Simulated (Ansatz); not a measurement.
```yaml
crystal:
  periodic: [false, false, false]
  atoms:
    - {symbol: F, position_ang: [1.129808, -1.413100, -0.899216]}
    - {symbol: C, position_ang: [0.744810, -0.195666, -0.486215]}
    - {symbol: Si, position_ang: [-0.635812, 0.214358, 0.421965]}
    - {symbol: F, position_ang: [-1.611109, 1.427377, 0.120600]}
    - {symbol: H, position_ang: [1.422327, 0.600555, -0.787294]}
    - {symbol: H, position_ang: [-1.045523, -0.554490, 1.601321]}
basis:
  gaussian: {orbitals: def2-TZVPP}
hamiltonian: {xc: pbe, dispersion: d4}
output: {forces: true}
```

Geometry: moved along internal coordinates away from the minimum.

Work out the structure from the coordinates.

The molecule is CH2F2Si. Its SMILES string is `F/C=[SiH]/F`. It has no ring. Among its groups: C–F bond, Si–H bond. Coordination: 1 C trigonal planar; 1 Si trigonal planar.

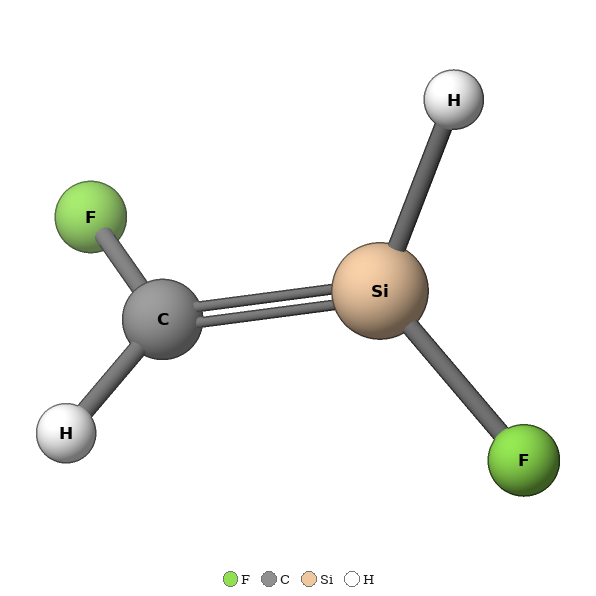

Source: calculation with Ansatz.
